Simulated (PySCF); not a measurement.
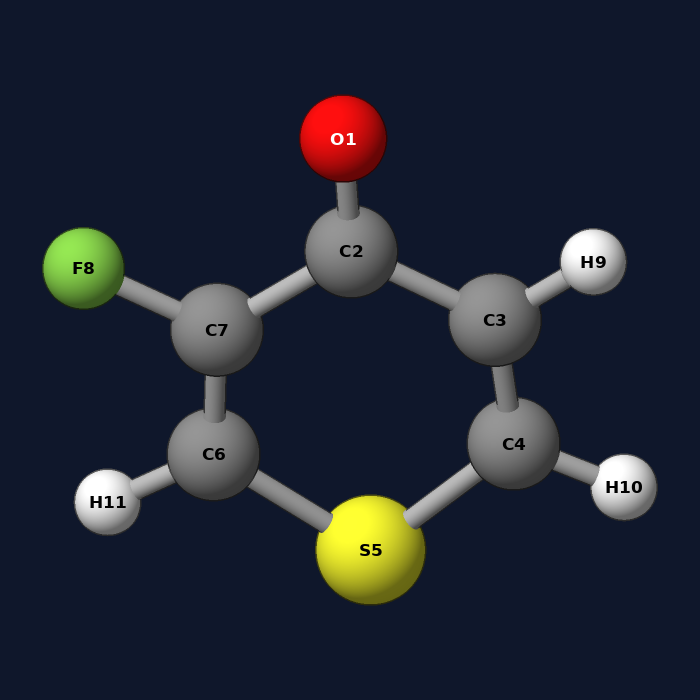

The questions are on isotropic NMR shieldings of the C atoms. Computed geometry: GFN2-xTB optimisation. No frequency run is at hand to confirm it as a minimum. Method: GIAO PBE0/pcSseg-1 NMR shielding, non-relativistic, gas phase (PySCF 2.14.0).

List the isotropic NMR shieldings of the C atoms.

| atom | σ (ppm) |
| --- | --- |
| C2 | 13.8 |
| C3 | 44.6 |
| C4 | 45.5 |
| C6 | 63.8 |
| C7 | 19.7 |
